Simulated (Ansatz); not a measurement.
## Lattice dynamics of Mg2BeN2 (built on the sites of a database entry of BaMg2Sb2)

Task: relax Mg2BeN2 (built on the sites of a database entry of BaMg2Sb2), then find its harmonic phonons.

Calculated with Ansatz 0.2.0; DFT PBEsol, scalar-relativistic, plane waves, PAW.

The structure was built from a prototype and need not be the compound's stable phase.

### Step 1. The starting structure

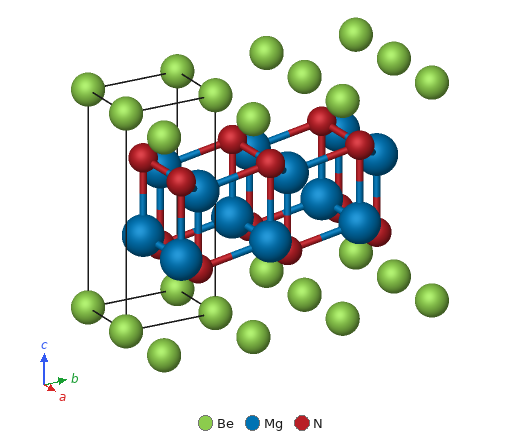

Start, viewed slightly off an axis; beryllium green, magnesium blue, nitrogen red. 2×3×1 cells are drawn. Some periodic images of atoms are drawn too.

As a file:

```cif
data_structure
_symmetry_space_group_name_H-M 'P-3m1'
_symmetry_Int_Tables_number 164
_cell_length_a 3.5903
_cell_length_b 3.5903
_cell_length_c 6.0967
_cell_angle_alpha 90.000
_cell_angle_beta 90.000
_cell_angle_gamma 120.000
_cell_volume 68.06
loop_
_atom_site_label
_atom_site_type_symbol
_atom_site_symmetry_multiplicity
_atom_site_Wyckoff_symbol
_atom_site_fract_x
_atom_site_fract_y
_atom_site_fract_z
_atom_site_occupancy
Be1 Be 1 a 0.00000 0.00000 0.00000 1
Mg1 Mg 2 d 0.33333 0.66667 0.62470 1
N1 N 2 d 0.33333 0.66667 0.26800 1
```

### Step 2. Coarse relaxation

The start is far from rest, so a relaxation with loose tolerances brings it close first.

input.yaml reads:

```yaml
crystal:
  lattice:
    - [3.59025, 0.0, 0.0]
    - [-1.79513, 3.10925, 0.0]
    - [0.0, 0.0, 6.09665]
  atoms:
    - { symbol: Be, position: [0.0, 0.0, 0.0] }
    - { symbol: Mg, position: [0.3333333333, 0.6666666667, 0.6247] }
    - { symbol: Mg, position: [0.6666666667, 0.3333333333, 0.3753] }
    - { symbol: "N", position: [0.3333333333, 0.6666666667, 0.268] }
    - { symbol: "N", position: [0.6666666667, 0.3333333333, 0.732] }
kpoints:
  mp_grid: { grid: [6, 6, 4] }
hamiltonian:
  xc: pbesol
scf:
  occupations: { method: gaussian, width: 0.1 }
output:
  forces: true
  stress: true
  eigenvalues: true
relax:
  adjacent_minimum: "off"
  f_tol: 0.05
  max_steps: 80
  cell: { stress_tol: 0.5 }
```

Launch:

```sh
> ansatz run input.yaml --threads 8 --pin off --max-ram 14336MiB --backend cpu --events-out ev --progress --plain --runs-dir out
```

Numbers of over 12 decimals in the logs are rounded to 6 here.

The program printed:

```text
The last accepted step is kept in <dir> (removed where the run ends without a failure and the disk answers)
Engine: ansatz 0.2.0, aarch64-unknown-linux-gnu
Pseudopotentials: kind: paw
Pseudopotential: Be, paw, valence charge 2, recommended cutoff 420 eV (normal), Be.paw.azcp
Pseudopotential: Mg, paw, valence charge 10, recommended cutoff 420 eV (normal), Mg.paw.azcp
[...]
- [3.359039, 2.7008447687470054e-6, -7.857872989752465e-17]
    - [-1.679522, 2.909012, 5.238583614404603e-17]
    - [-1.3343552984549094e-16, 2.5679600218438506e-17, 5.101462]
  atoms:
    - { symbol: Be, position: [0, 0, -4.552594558590193e-19] }
    - { symbol: Mg, position: [0.333333, 0.666667, 0.687554] }
    - { symbol: Mg, position: [0.666667, 0.333333, 0.312446] }
    - { symbol: N, position: [0.333333, 0.666667, 0.216281] }
    - { symbol: N, position: [0.666667, 0.333333, 0.783719] }
[key lines of the parts left out:]
SCF converged after 5 iterations
Free energy (F): -4673.100237 eV
Fermi energy:    9.273839 eV
P = ⅓ Tr σ = -0.3799 GPa (-3.799 kbar)
```

Wall time 3.1 s (8 threads of Arm Neoverse V2, shared host); peak memory 0.38 GiB.

Step by step:

| step | energy less that of the first step (eV) | largest force component (eV/Å) | pressure (GPa) | volume (Å³) |
| --- | --- | --- | --- | --- |
| 1 | 0.0000 | 2.6751 | -16.77 | 68.06 |
| 2 | -1.0563 | 1.8973 | -14.97 | 62.75 |
| 3 | -2.0896 | 0.9054 | -8.10 | 55.40 |
| 4 | -2.5242 | 0.3853 | -1.88 | 50.77 |
| 5 | -2.5531 | 0.1050 | 1.32 | 49.40 |
| 6 | -2.5561 | 0.0650 | 0.62 | 49.69 |
| 7 | -2.5557 | 0.0472 | -0.51 | 50.00 |
| 8 | -2.5565 | 0.0014 | -0.02 | 49.85 |
| 9* | -2.5469 | 0.0012 | -0.38 | 49.85 |

Relaxation steps marked * repeat the geometry before them on a plane-wave basis chosen anew for their cell, so energy and pressure can jump there.

Forces are held to the 12 operations that the run works with; a distortion that breaks them can't arise in this run.

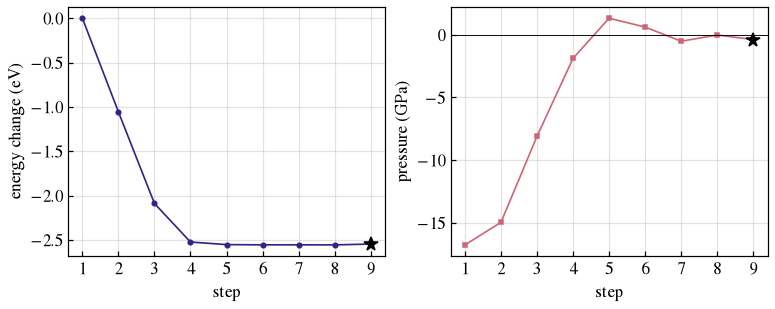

Energy and pressure along the relaxation. Stars mark steps on a basis chosen anew.

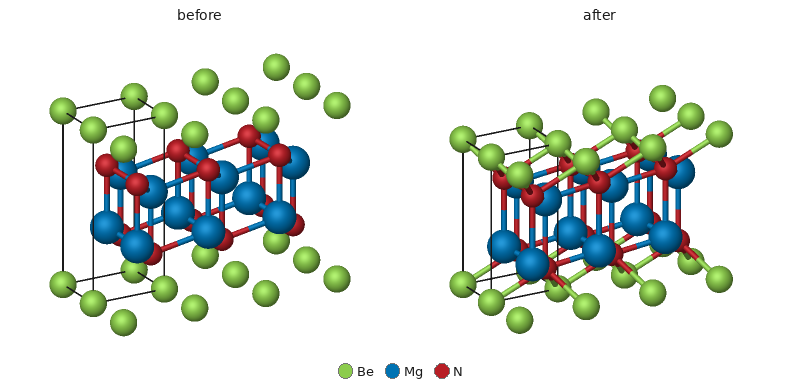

Before and after, at one scale. Bonds to atoms that aren't drawn are left out.

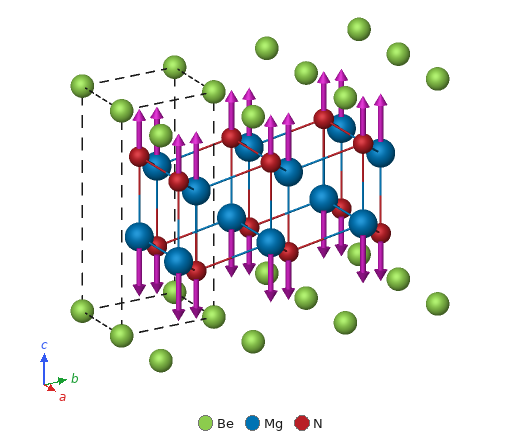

Displacements in the relaxation, exaggerated, measured against the changing cell; the longest in the cell stands for 0.32 Å. 2×3×1 cells are drawn. Some periodic images of atoms are drawn too.

| cell as run | before | after | change |
| --- | --- | --- | --- |
| a (Å) | 3.590 | 3.359 | -6.4 % |
| b (Å) | 3.590 | 3.359 | -6.4 % |
| c (Å) | 6.097 | 5.101 | -16.3 % |
| volume (Å³/atom) | 13.61 | 9.97 | -26.8 % |

The atoms that moved most (Å, as changes of fractional coordinates times the final cell):

| atom | dx | dy | dz | length |
| --- | --- | --- | --- | --- |
| Mg3 | 0.000 | 0.000 | -0.321 | 0.321 |
| Mg2 | 0.000 | 0.000 | 0.321 | 0.321 |
| N4 | 0.000 | 0.000 | -0.264 | 0.264 |
| N5 | 0.000 | 0.000 | 0.264 | 0.264 |

Final coordinates:

```
Be Mg N
1.0
     3.35904    0.00000    0.00000
    -1.67952    2.90901    0.00000
     0.00000    0.00000    5.10146
Be Mg N
1 2 2
Cartesian
  0.0000 0.0000 0.0000
  0.0000 1.9393 3.5075
  1.6795 0.9697 1.5939
  0.0000 1.9393 1.1033
  1.6795 0.9697 3.9981
```

A gap read on the k-mesh alone can miss the band edges.

Numbers from this step:

```yaml
pressure: -0.3799 GPa
gap_on_the_k_mesh: 1.339 eV
volume_per_atom: 9.970 Å³
direct_gap_on_mesh: 1.339 eV
```

In this step the volume went from 13.61 to 9.97 Å³/atom.

### Step 3. Relaxation

Harmonic phonons are second derivatives at a point where the forces vanish, and they are wanted at zero stress, so atoms and cell are relaxed first.

input.yaml reads:

```yaml
crystal:
  lattice:
    - [3.3590393998, 2.7008e-06, 0.0]
    - [-1.6795220389, 2.9090121022, 0.0]
    - [0.0, 0.0, 5.1014622962]
  atoms:
    - { symbol: Be, position: [0.0, 0.0, 0.0] }
    - { symbol: Mg, position: [0.3333333333, 0.6666666667, 0.6875537893] }
    - { symbol: Mg, position: [0.6666666667, 0.3333333333, 0.3124462107] }
    - { symbol: "N", position: [0.3333333333, 0.6666666667, 0.2162807927] }
    - { symbol: "N", position: [0.6666666667, 0.3333333333, 0.7837192073] }
kpoints:
  mp_grid: { grid: [9, 9, 6] }
hamiltonian:
  xc: pbesol
scf:
  occupations: { method: gaussian, width: 0.02 }
output:
  forces: true
  stress: true
  eigenvalues: true
  write_density: true
  write_potential: true
  elf: true
  volumetric_format: npy
relax:
  adjacent_minimum: "off"
  f_tol: 0.005
  max_steps: 80
  cell: { stress_tol: 0.05 }
```

The program printed:

```text
[...]
Crystal: 5 atoms, lattice volume = 49.849 Å³
Basis set: ecut = 420 eV, 953 PW (Γ), exchange–correlation on 48×48×72 points (8 copies of the dense FFT grid, shifted against one another)
Bands: 21, of which v1, the nominal top of the filled ones, is band 16 counted from 1 (15 counted from 0)
Symmetry: 12 space group operations
[...]
k-points: 62 of 486
[...]
SCF iter   1: F=—  HF=-4673.122623 eV  |F-HF|=—  |Δ(HF+E_count)|=         —  Δρ=1.14e-2  dr2=6.93e-2  ethr=1.77e-3  ⟨swp⟩=6.2  Hψ=6526  notcnv=0
[...]
SCF iter   6: F=-4673.102409 eV  HF=-4673.102409 eV  |F-HF|=3.05e-9  |Δ(HF+E_count)|=   7.64e-8  Δρ=4.08e-6  dr2=1.03e-8  ethr=3.13e-10  ⟨swp⟩=12.5  Hψ=9136  notcnv=0
SCF 1 converged in 6 iterations: F = -4673.102409 eV  dr2 = 1.03e-8
[...]
relax step   1: F+E_penalty+E_count = -4673.10240876 eV  Δ(F+E_penalty+E_count) = +0.000e0 eV  max|allowed force component| = 1.838e-3 eV/Å  Δτ_max = 0.0000 Å  P = -0.358 GPa  Ω = 49.849 Å³  (6 SCF iters, dr2 threshold 1.00e-7 eV, accepted)
Crystal: 5 atoms, lattice volume = 49.764 Å³
[...]
SCF iter   4: F=-4673.102743 eV  HF=-4673.102743 eV  |F-HF|=7.45e-10  |Δ(HF+E_count)|=   3.79e-8  Δρ=3.80e-6  dr2=6.88e-9  ethr=1.09e-9  ⟨swp⟩=9.3  Hψ=8429  notcnv=0
SCF 2 converged in 4 iterations: F = -4673.102743 eV  dr2 = 6.88e-9
relax step   2: F+E_penalty+E_count = -4673.10274312 eV  Δ(F+E_penalty+E_count) = -3.344e-4 eV  max|allowed force component| = 8.170e-3 eV/Å  Δτ_max = 0.0009 Å  P = -0.159 GPa  Ω = 49.764 Å³  energy of the carried Pulay correction = +2.002e-4 eV  (4 SCF iters, dr2 threshold 3.48e-7 eV, accepted)
Crystal: 5 atoms, lattice volume = 49.695 Å³
[...]
SCF iter   4: F=-4673.102942 eV  HF=-4673.102942 eV  |F-HF|=3.49e-9  |Δ(HF+E_count)|=   3.20e-8  Δρ=7.40e-6  dr2=3.91e-8  ethr=2.15e-10  ⟨swp⟩=6.5  Hψ=8085  notcnv=0
SCF 3 converged in 4 iterations: F = -4673.102942 eV  dr2 = 3.91e-8
relax step   3: F+E_penalty+E_count = -4673.10294212 eV  Δ(F+E_penalty+E_count) = -1.990e-4 eV  max|allowed force component| = 7.961e-4 eV/Å  Δτ_max = 0.0009 Å  P = +0.025 GPa  Ω = 49.695 Å³  energy of the carried Pulay correction = +3.602e-4 eV  (4 SCF iters, dr2 threshold 6.89e-8 eV, accepted)
[...]
relax step   4: F+E_penalty+E_count = -4673.10295722 eV  Δ(F+E_penalty+E_count) = -1.509e-5 eV  max|allowed force component| = 1.857e-3 eV/Å  Δτ_max = 0.0001 Å  P = +0.015 GPa  Ω = 49.692 Å³  energy of the carried Pulay correction = +3.700e-4 eV  (4 SCF iters, dr2 threshold 6.85e-9 eV, accepted)
[...]
SCF iter   1: F=—  HF=-4673.102522 eV  |F-HF|=—  |Δ(HF+E_count)|=         —  Δρ=1.86e-5  dr2=2.23e-8  ethr=5.39e-7  ⟨swp⟩=2.5  Hψ=9423  notcnv=0
eigensolver tolerance schedule: the retry pair's looser diagonalisation over-reported the residual by 7733.92 of it (diagonalisation noise at an unbounded share of the residual, at the tolerance the schedule requests for it); recorded, not acted on — ethr = c·dr2/N_el stays at c = 1.0e-1
SCF iter   2: F=—  HF=-4673.102536 eV  |F-HF|=—  |Δ(HF+E_count)|=   1.41e-5  Δρ=9.99e-6  dr2=7.61e-9  ethr=6.97e-11  ⟨swp⟩=3.2  Hψ=2926  notcnv=0
[...]
SCF iter   5: F=-4673.102536 eV  HF=-4673.102536 eV  |F-HF|=2.64e-11  |Δ(HF+E_count)|=  3.73e-11  Δρ=3.11e-7  dr2=4.29e-11  ethr=1.00e-12  ⟨swp⟩=5.2  Hψ=5278  notcnv=0
SCF 5 converged in 5 iterations: F = -4673.102536 eV  dr2 = 4.29e-11
relax step   5: F+E_penalty+E_count = -4673.10253613 eV  Δ(F+E_penalty+E_count) = +4.211e-4 eV  max|allowed force component| = 1.795e-3 eV/Å  Δτ_max = 0.0000 Å  P = +0.002 GPa  Ω = 49.692 Å³  stress off target by 2.75e-2 GPa  SCF on the basis re-selected at this cell (its energy is not comparable with the rows above)  (5 SCF iters)
[...]
SCF converged after 5 iterations
Free energy (F): -4673.102536 eV
[...]
Internal energy: -4673.102536 eV  (E = F + TS)
E sigma→0 (E₀):  -4673.102536 eV
Fermi energy:    9.321928 eV
[...]
--- Forces (eV/Å), atoms counted from 1 ---
  atom   1  Be     0.00000000     0.00000000     0.00000000
  atom   2  Mg     0.00000000     0.00000000     0.00052804
  atom   3  Mg     0.00000000    -0.00000000    -0.00052804
  atom   4  N      0.00000000    -0.00000000     0.00179527
  atom   5  N     -0.00000000     0.00000000    -0.00179527
  max |Σ_I F_I| component: 2.17e-19 eV/Å
--- Stress (GPa, compression-positive) ---
        0.016739      -0.000000       0.000000
       -0.000000       0.016739       0.000000
        0.000000       0.000000      -0.027451
  P = ⅓ Tr σ = 0.0020 GPa (0.020 kbar)
--- Band table (eV; the first three rows and the last of 62) ---
  k-point 0: bands = [... 12 lower, 6.9951, 7.3209, 7.3209, 8.6439, 9.9999, 11.8999, 14.9265, 14.9265, ... 1 higher]
  k-point 1: bands = [... 12 lower, 7.0161, 7.3039, 7.3039, 7.8343, 10.6715, 11.9649, 14.8784, 14.8784, ... 1 higher]
  k-point 2: bands = [... 12 lower, 7.0690, 7.0690, 7.2575, 7.2575, 11.3724, 12.2887, 14.7889, 14.7889, ... 1 higher]
  k-point 61: bands = [... 12 lower, 3.8021, 4.4163, 7.8779, 7.8779, 13.3239, 14.1797, 14.1797, 14.5107, ... 1 higher]
--- Relaxed structure (4 steps of the walk, 4 accepted, 1 SCFs on fresh bases) ---
[...]
cell:  # Å, volume = 49.6924 Å³
    - [3.357266, 2.6993964093384646e-6, 0]
    - [-1.678635, 2.907476, 0]
    - [0, 0, 5.090822]
  atoms:
    - { symbol: Be, position: [0, 0, 0] }
    - { symbol: Mg, position: [0.333333, 0.666667, 0.687470] }
    - { symbol: Mg, position: [0.666667, 0.333333, 0.312530] }
    - { symbol: N, position: [0.333333, 0.666667, 0.216265] }
    - { symbol: N, position: [0.666667, 0.333333, 0.783735] }
```

Elapsed: 2.4 s, on 8 threads; peak memory 0.42 GiB; 15 s of CPU time.

Step by step:

| step | energy less that of the first step (eV) | largest force component (eV/Å) | pressure (GPa) | volume (Å³) |
| --- | --- | --- | --- | --- |
| 1 | 0.0000 | 0.0018 | -0.36 | 49.85 |
| 2 | -0.0003 | 0.0082 | -0.16 | 49.76 |
| 3 | -0.0005 | 0.0008 | 0.03 | 49.70 |
| 4 | -0.0005 | 0.0019 | 0.01 | 49.69 |
| 5* | -0.0001 | 0.0018 | 0.00 | 49.69 |

Relaxation steps marked * repeat the geometry before them on a plane-wave basis chosen anew for their cell, so energy and pressure can jump there.

The run keeps the 12 symmetry operations that it works with, so distortions that break them were not tested.

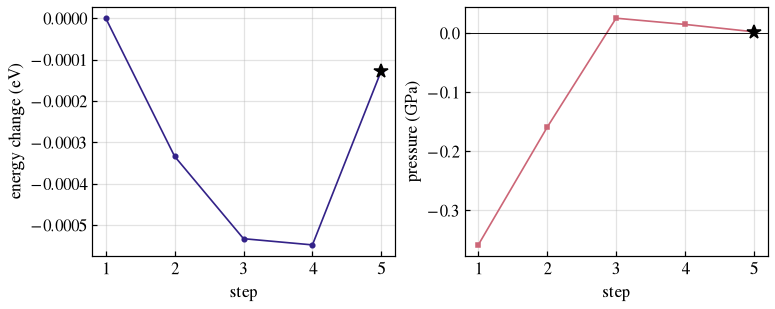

Energy and pressure along the relaxation. Stars mark steps on a basis chosen anew.

| conventional cell, symmetrised | before | after | change |
| --- | --- | --- | --- |
| a (Å) | 3.359 | 3.357 | -0.1 % |
| b (Å) | 3.359 | 3.357 | -0.1 % |
| c (Å) | 5.101 | 5.091 | -0.2 % |
| volume (Å³/atom) | 9.97 | 9.94 | -0.3 % |

Final coordinates:

```cif
data_structure
_symmetry_space_group_name_H-M 'P 1'
_symmetry_Int_Tables_number 1
_cell_length_a 3.3573
_cell_length_b 3.3573
_cell_length_c 5.0908
_cell_angle_alpha 90.000
_cell_angle_beta 90.000
_cell_angle_gamma 120.000
_cell_volume 49.69
loop_
_atom_site_label
_atom_site_type_symbol
_atom_site_fract_x
_atom_site_fract_y
_atom_site_fract_z
_atom_site_occupancy
Be1 Be 0.00000 0.00000 0.00000 1
Mg2 Mg 0.33333 0.66667 0.68747 1
Mg3 Mg 0.66667 0.33333 0.31253 1
N4 N 0.33333 0.66667 0.21626 1
N5 N 0.66667 0.33333 0.78374 1
```

Numbers from this step:

```yaml
pressure: 0.002009 GPa
gap_on_the_k_mesh: 1.356 eV
volume_per_atom: 9.938 Å³
direct_gap_on_mesh: 1.356 eV
```

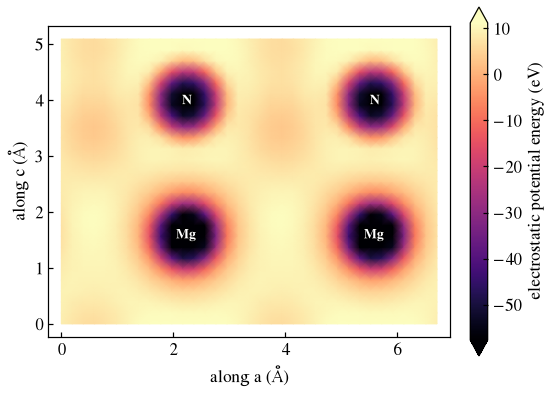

Electrostatic potential energy in the ac plane at fractional y = 0.333, with atoms of Mg and N within 0.2 Å of it. With pseudopotentials it is smooth inside the atoms' cores, unlike the true potential.

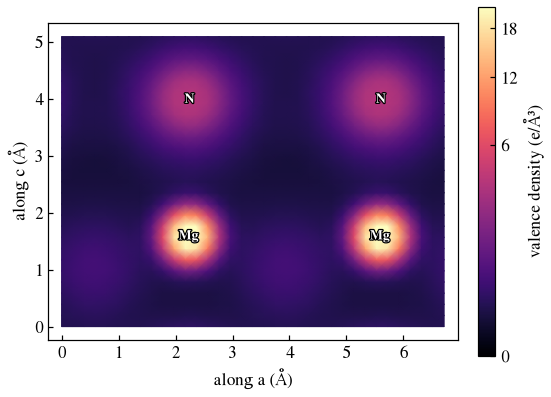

Valence density in the ac plane at fractional y = 0.333, with atoms of Mg and N within 0.2 Å of it. It is the smooth field of the valence electrons, not physical close to the nuclei. The colour scale is stretched toward low values.

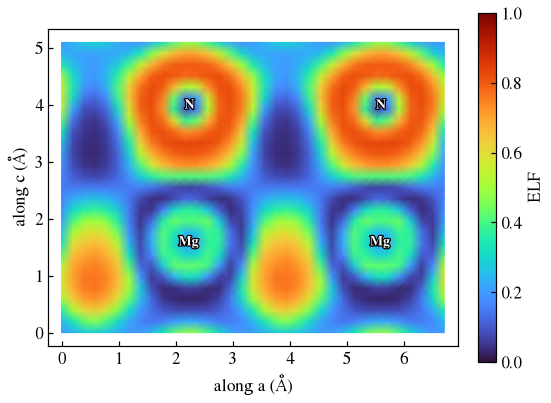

ELF in the ac plane at fractional y = 0.333, with atoms of Mg and N within 0.2 Å of it. It is the smooth field of the valence electrons, not physical close to the nuclei.

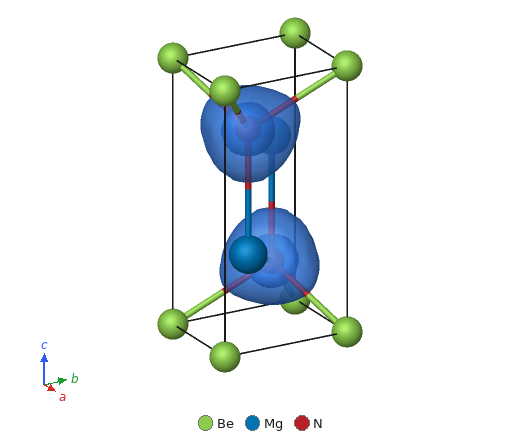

Surface of ELF = 0.76. Bonds to atoms that aren't drawn are left out.

In this step the volume went from 9.97 to 9.94 Å³/atom.

### Step 4. Tight relaxation

Phonons need a cell at rest on their own settings, so the relaxation is repeated with tight tolerances on forces and stress on the k mesh and occupations of the first response run.

input.yaml reads:

```yaml
crystal:
  lattice:
    - [3.3572660306, 2.6994e-06, 0.0]
    - [-1.6786353531, 2.9074763201, 0.0]
    - [0.0, 0.0, 5.0908217518]
  atoms:
    - { symbol: Be, position: [0.0, 0.0, 0.0] }
    - { symbol: Mg, position: [0.3333333333, 0.6666666667, 0.6874699995] }
    - { symbol: Mg, position: [0.6666666667, 0.3333333333, 0.3125300005] }
    - { symbol: "N", position: [0.3333333333, 0.6666666667, 0.2162646799] }
    - { symbol: "N", position: [0.6666666667, 0.3333333333, 0.7837353201] }
kpoints:
  mp_grid: { grid: [9, 9, 6] }
hamiltonian:
  xc: pbesol
scf:
  occupations: { method: fixed }
output:
  forces: true
  stress: true
  eigenvalues: true
relax:
  adjacent_minimum: "off"
  f_tol: 0.001
  max_steps: 60
  cell: { stress_tol: 0.01 }
```

The program printed:

```text
[...]
Crystal: 5 atoms, lattice volume = 49.692 Å³
Basis set: ecut = 420 eV, 953 PW (Γ), exchange–correlation on 48×48×72 points (8 copies of the dense FFT grid, shifted against one another)
Bands: 21, of which v1, the nominal top of the filled ones, is band 16 counted from 1 (15 counted from 0)
Symmetry: 12 space group operations
[...]
k-points: 62 of 486
[...]
cell:  # Å, volume = 49.6829 Å³
    - [3.358022, 2.7000376942589313e-6, 0]
    - [-1.679014, 2.908131, 0]
    - [0, 1.1750797712366932e-19, 5.087558]
  atoms:
    - { symbol: Be, position: [0, 0, 0] }
    - { symbol: Mg, position: [0.333333, 0.666667, 0.687494] }
    - { symbol: Mg, position: [0.666667, 0.333333, 0.312506] }
    - { symbol: N, position: [0.333333, 0.666667, 0.216359] }
    - { symbol: N, position: [0.666667, 0.333333, 0.783641] }
[key lines of the parts left out:]
SCF converged after 5 iterations
Free energy (F): -4673.102539 eV
Fermi energy:    8.648278 eV
P = ⅓ Tr σ = 0.0016 GPa (0.016 kbar)
```

The job ended after 3.7 s (8 threads; peak memory 0.42 GiB).

Little changed from the start: no atom moved by 0.005 Å and no cell edge by 0.1 %.

This step gave:

```yaml
pressure: 0.001580 GPa
gap_on_the_k_mesh: 1.355 eV
volume_per_atom: 9.937 Å³
direct_gap_on_mesh: 1.355 eV
```

The largest force component left is 0.056 meV/Å and the pressure is 0.002 GPa, within the tolerances set. The cell now holds 9.94 Å³/atom.

[end of part 1 of 3]

[Logs are printed without paths, hosts, clocks, repeated set-up lines and the standing remarks that a program may print on its own settings, such as how far it seeks lower states.]

[Hosts, paths, dates, database ids (printed as entryN), source tags and the programs' standing remarks are cut or masked in the printed files.]
